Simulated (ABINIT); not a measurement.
## InP (F-43m): G0W0 with ABINIT, start to end

Wanted: ground state, empty states, screening and self-energy for InP (F-43m).

Method: PBE and many-body steps on it, plane waves, in ABINIT 10.8.3.

The database entry behind the starting cell differs from later determinations by our own check (0.1 to 0.3 % short, probably kX units), so it need not match the best structure at ambient conditions.

**1. Set-up**

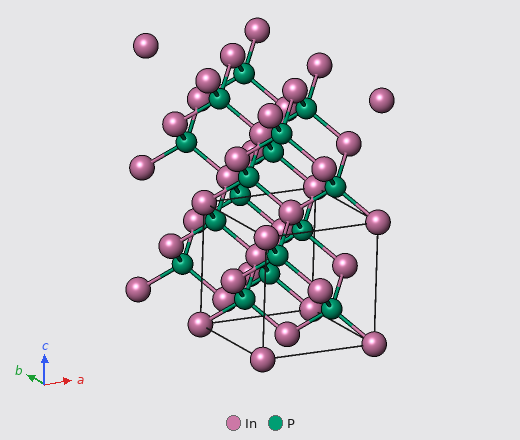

Start, viewed slightly off an axis; indium pink, phosphorus teal. 1×2×2 cells are drawn. This picture shows the conventional cell, with its axes. Bonds to atoms that aren't drawn are left out. Some periodic images of atoms are drawn too.

As a file:

```cif
data_structure
_symmetry_space_group_name_H-M 'P 1'
_symmetry_Int_Tables_number 1
_cell_length_a 4.1444
_cell_length_b 4.1444
_cell_length_c 4.1444
_cell_angle_alpha 60.000
_cell_angle_beta 60.000
_cell_angle_gamma 60.000
_cell_volume 50.33
loop_
_atom_site_label
_atom_site_type_symbol
_atom_site_fract_x
_atom_site_fract_y
_atom_site_fract_z
_atom_site_occupancy
In1 In 0.00000 0.00000 0.00000 1
P2 P 0.25000 0.25000 0.25000 1
```

The cell and positions come from the Crystallography Open Database and are kept as given unless a step says otherwise.

**2. Ground state**

This step: ABINIT 10.8.3; DFT, PBE with spin-orbit coupling, plane waves, norm-conserving pseudopotentials.

The ground-state density comes first.

run.abi reads:

```
acell 3*1.0 Angstrom
rprim 
  -0.000000000000 2.930500000000 2.930500000000
  2.930500000000 -0.000000000000 2.930500000000
  2.930500000000 2.930500000000 -0.000000000000
ntypat 2
znucl 49 15
natom 2
typat 1 2
xred 
  0.000000000000 0.000000000000 0.000000000000
  0.250000000000 0.250000000000 0.250000000000
pp_dirpath "pseudos"
pseudos "In.upf, P.upf"
ecut 31
nspinor 2
ngkpt 6 6 6
nshiftk 1
shiftk 0 0 0
kptopt 1
chksymbreak 0
nband 28
occopt 1
tolvrs 1e-10
nstep 60
prtwf 0
optforces 0
optstress 0
indata_prefix "in"
outdata_prefix "out"
tmpdata_prefix "tmp"
```

On the command line:

```console
$ OMP_NUM_THREADS=1 mpirun -n 4 abinit run.abi > log
```

Numbers of over 12 decimals in the logs are rounded to 6 here.

Log:

```text
.Version 10.8.3 of ABINIT. v10.8.2 released Aug 2026.

 Symmetries : space group F-4 3 m (#216); Bravais cF (face-center cubic)
================================================================================
 Values of the parameters that define the memory need of the present run
     intxc =       0    ionmov =       0      iscf =       7    lmnmax =      15
     lnmax =      15     mgfft =      40  mpssoang =       5    mqgrid =    3001
     natom =       2  nloc_mem =       1    nspden =       1   nspinor =       2
    nsppol =       1      nsym =      24    n1xccc =    2501    ntypat =       2
    occopt =       1   xclevel =       2
-    mband =          28        mffmem =           1         mkmem =           4
       mpw =        2822          nfft =       64000          nkpt =          16
================================================================================
  Rough estimation (10% accuracy) of disk space for files :
================================================================================

--------------------------------------------------------------------------------
------------- Echo of variables that govern the present computation ------------
--------------------------------------------------------------------------------
 -outvars: echo values of preprocessed input variables --------
            acell      1.8897261259E+00  1.8897261259E+00  1.8897261259E+00 Bohr

      chksymbreak           0
             ecut      3.10000000E+01 Hartree
-          fftalg         312

              ixc     -101130
              kpt      0.00000000E+00  0.00000000E+00  0.00000000E+00
                       1.66666667E-01  0.00000000E+00  0.00000000E+00
                       3.33333333E-01  0.00000000E+00  0.00000000E+00
                       5.00000000E-01  0.00000000E+00  0.00000000E+00
                       1.66666667E-01  1.66666667E-01  0.00000000E+00
                       3.33333333E-01  1.66666667E-01  0.00000000E+00
                       5.00000000E-01  1.66666667E-01  0.00000000E+00
                      -3.33333333E-01  1.66666667E-01  0.00000000E+00
                      -1.66666667E-01  1.66666667E-01  0.00000000E+00
   [... 5 further rows ...]
                      -3.33333333E-01  3.33333333E-01  1.66666667E-01
                      -3.33333333E-01  5.00000000E-01  1.66666667E-01
         kptrlatt        6    0    0      0    6    0      0    0    6
          kptrlen      4.69901511E+01
P           mkmem           4
            natom           2
            nband          28
            ngfft          40      40      40
             nkpt          16
          nspinor           2
            nstep          60
             nsym          24
           ntypat           2
              occ      1.000000  1.000000  1.000000  1.000000  1.000000  1.000000
                       1.000000  1.000000  1.000000  1.000000  1.000000  1.000000
                       1.000000  1.000000  1.000000  1.000000  1.000000  1.000000
                       0.000000  0.000000  0.000000  0.000000  0.000000  0.000000
                       0.000000  0.000000  0.000000  0.000000
        optforces           0
        optstress           0
            prtwf           0
            rprim     -0.0000000000E+00  2.9305000000E+00  2.9305000000E+00
[...]
spgroup         216

           tolvrs      1.00000000E-10

             xred      0.0000000000E+00  0.0000000000E+00  0.0000000000E+00
[...]
znucl       49.00000   15.00000

================================================================================

 chkinp: Checking input parameters for consistency.

================================================================================
== DATASET  1 ==================================================================
-   mpi_nproc: 4, omp_nthreads: 1 (-1 if OMP is not activated)

--- !DatasetInfo
iteration_state: {dtset: 1, }
dimensions: {natom: 2, nkpt: 16, mband: 28, nsppol: 1, nspinor: 2, nspden: 1, mpw: 2822, }
cutoff_energies: {ecut:  31.0, pawecutdg:  -1.0, }
electrons: {nelect:   1.80000000E+01, charge:   0.00000000E+00, occopt:   1.00000000E+00, tsmear:   1.00000000E-02, }

 Real(R)+Recip(G) space primitive vectors, cartesian coordinates (Bohr,Bohr^-1):
 R(1)=  0.0000000  5.5378424  5.5378424  G(1)= -0.0902879  0.0902879  0.0902879
 R(2)=  5.5378424  0.0000000  5.5378424  G(2)=  0.0902879 -0.0902879  0.0902879
 R(3)=  5.5378424  5.5378424  0.0000000  G(3)=  0.0902879  0.0902879 -0.0902879
 Unit cell volume ucvol=  3.3966576E+02 bohr^3
 Angles (23,13,12)=  6.00000000E+01  6.00000000E+01  6.00000000E+01 degrees

 getcut: wavevector=  0.0000  0.0000  0.0000  ngfft=  40  40  40
         ecut(hartree)=     31.000   => boxcut(ratio)=   2.03779

--- Pseudopotential description ------------------------------------------------
- In Generated using ONCVPSP code by D. R. Hamann
- 49.00000  13.00000  180423                  znucl, zion, pspdat
12 -101130 2 -1 1986                          pspcod,pspxc,lmax,lloc,mmax
     nproj     2     4     2     0
     spin-orbit psp
        nprojso     4     3     0
  pspatm : epsatm=   25.32731529
         --- l  ekb(1:nproj) -->
[...]
1    6.016821    1.017828    0.037194    0.000172
[...]
spin-orbit 1    1.025479   -0.347638    0.083658   -0.005251
  spin-orbit 2    0.041541    0.016644   -0.000153
 pspatm: atomic psp has been read  and splines computed

- P Generated using ONCVPSP code by D. R. Hamann
- 15.00000   5.00000  180423                  znucl, zion, pspdat
12 -101130 2 -1 1298                          pspcod,pspxc,lmax,lloc,mmax
     nproj     2     3     2     0
     spin-orbit psp
        nprojso     3     3     0
  pspatm : epsatm=    8.06211112
         --- l  ekb(1:nproj) -->
[...]
1    3.371810    0.885290    0.000254
             2   -3.154886   -0.827406
  spin-orbit 1    0.099751   -0.022775    0.007813
  spin-orbit 2    0.001367    0.000277   -0.000084
 pspatm: atomic psp has been read  and splines computed

   6.01009675E+02                                ecore*ucvol(ha*bohr**3)
--------------------------------------------------------------------------------

_setup2: Arith. and geom. avg. npw (full set) are    2798.199    2798.174

================================================================================

--- !BeginCycle
iteration_state: {dtset: 1, }
solver: {iscf: 7, nstep: 60, nline: 4, wfoptalg: 0, }
tolerances: {tolvrs: 1.00E-10, }

     iter   Etot(hartree)      deltaE(h)  residm     vres2
 ETOT  1  -72.756939469593    -7.276E+01 5.577E-01 1.857E+02
 ETOT  2  -73.350066027411    -5.931E-01 1.760E-02 6.300E+01
 ETOT  3  -73.361230827867    -1.116E-02 1.124E-02 2.195E+00
 ETOT  4  -73.361472462236    -2.416E-04 7.423E-03 1.883E-01
 ETOT  5  -73.361485415646    -1.295E-05 1.142E-02 1.406E-02
 ETOT  6  -73.361486919837    -1.504E-06 9.505E-04 2.689E-03
 ETOT  7  -73.361487409826    -4.900E-07 9.848E-04 3.665E-05
 ETOT  8  -73.361487417458    -7.631E-09 1.753E-04 3.813E-07
 ETOT  9  -73.361487417579    -1.215E-10 8.538E-05 1.266E-07
 ETOT 10  -73.361487417600    -2.063E-11 1.119E-04 4.951E-09
 ETOT 11  -73.361487417601    -1.137E-12 2.595E-05 1.411E-10
 ETOT 12  -73.361487417600     1.322E-12 6.858E-05 1.514E-11

 At SCF step   12       vres2   =  1.51E-11 < tolvrs=  1.00E-10 =>converged.

--- !ResultsGS
iteration_state: {dtset: 1, }
comment   : Summary of ground state results
lattice_vectors:
- [ -0.0000000,   5.5378424,   5.5378424, ]
- [  5.5378424,  -0.0000000,   5.5378424, ]
- [  5.5378424,   5.5378424,  -0.0000000, ]
lattice_lengths: [   7.83169,    7.83169,    7.83169, ]
lattice_angles: [ 60.000,  60.000,  60.000, ] # degrees, (23, 13, 12)
lattice_volume:   3.3966576E+02
convergence: {deltae:  1.322E-12, res2:  1.514E-11, residm:  6.858E-05, diffor:  0.000E+00, }
etotal    :  -7.33614874E+01
entropy   :   0.00000000E+00
fermie    :   1.65625457E-01
cartesian_stress_tensor: null
pressure_GPa: null
xred      :
- [  0.0000E+00,   0.0000E+00,   0.0000E+00, In]
- [  2.5000E-01,   2.5000E-01,   2.5000E-01,  P]
cartesian_forces: null
force_length_stats: {min: null, max: null, mean: null, }

 Integrated electronic density in atomic spheres:
 ------------------------------------------------
 Atom  Sphere_radius  Integrated_density
    1        2.00000          9.91935917
    2        2.00000          2.78187175
================================================================================

 ----iterations are completed or convergence reached----

 Mean square residual over all n,k,spin=   19.849E-08; max=  68.578E-06
 reduced coordinates (array xred) for    2 atoms
       0.000000000000      0.000000000000      0.000000000000
       0.250000000000      0.250000000000      0.250000000000
 rms dE/dt=  0.0000E+00; max dE/dt=  0.0000E+00; dE/dt below (all hartree)
    1       0.000000000000      0.000000000000      0.000000000000
    2       0.000000000000      0.000000000000      0.000000000000

 cartesian coordinates (angstrom) at end:
    1      0.000000     0.000000     0.000000
    2      1.465250     1.465250     1.465250
 length scales=  1.889726125908  1.889726125908  1.889726125908 bohr
              =  1.000000000000  1.000000000000  1.000000000000 angstroms
 prteigrs : about to open file out_EIG
 Fermi (or HOMO) energy (hartree) =   0.16563   Average Vxc (hartree)=  -0.34603
 Eigenvalues (hartree) for nkpt=  16  k points:
 kpt#   1, nband= 28, wtk=  0.00463, kpt=  0.0000  0.0000  0.0000 (reduced coord)
  -0.37523   -0.37523   -0.37523   -0.37523   -0.34641   -0.34641   -0.34269   -0.34269
  -0.34269   -0.34269   -0.25881   -0.25881    0.16199    0.16199    0.16563    0.16563
   0.16563    0.16563    0.19069    0.19069    0.30332    0.30332    0.32010    0.32010
   0.32010    0.32010    0.48023    0.48023
 prteigrs : prtvol=0 or 1, do not print more k-points.

--- !EnergyTerms
iteration_state     : {dtset: 1, }
comment             : Components of total free energy in Hartree
kinetic             :  4.43889253956557E+01
hartree             :  1.84002963616234E+01
xc                  : -2.20983013100777E+01
Ewald energy        : -4.48602020677458E+01
psp_core            :  1.76941493507874E+00
local_psp           : -5.71788767224867E+01
non_local_psp       : -1.37827440096471E+01
total_energy        : -7.33614874175995E+01
total_energy_eV     : -1.99626776969998E+03
band_energy         : -3.60048338512375E+00

== END DATASET(S) ==============================================================
================================================================================

 -outvars: echo values of variables after computation  --------
           etotal     -7.3361487418E+01
            nband          28
             nkpt          16
          spgroup         216
 [... the other variables as echoed above ...]

 Calculation completed.
```

Wall time 32 s (4 MPI ranks of Arm Neoverse V2, shared host); peak memory 0.33 GiB.

Numbers from this step:

- total energy: -1996.2678 eV
- gap: 0.6819 eV
- k of the valence top: 0, 0, 0
- k of the conduction bottom: 0, 0, 0
- least direct gap: 0.6819 eV

The gap is direct, at Γ.

(Part 1 of 3 ends here.)

[Paths, hosts, dates, memory and timing lines, banners, echoed tables and standing remarks are left out of the program output.]

[Logs are printed without paths, hosts, clocks, repeated set-up lines and the standing remarks that a program may print on its own settings, such as how far it seeks lower states.]

[Runs of the session that timed out or met a known fault of the program may be left out.]

[Hosts, paths, dates, database ids (printed as entryN), source tags and the programs' standing remarks are cut or masked in the printed files.]

[G0W0 gaps are taken among the corrected bands and points alone; a level outside them can change the order at an edge.]

[Where Ansatz stands beside ABINIT at settings called matched, ABINIT's density can come from a denser mesh and the files from another edition; pairs whose starting gaps differed by over 0.03 eV were left out, so agreement reads better than it is.]
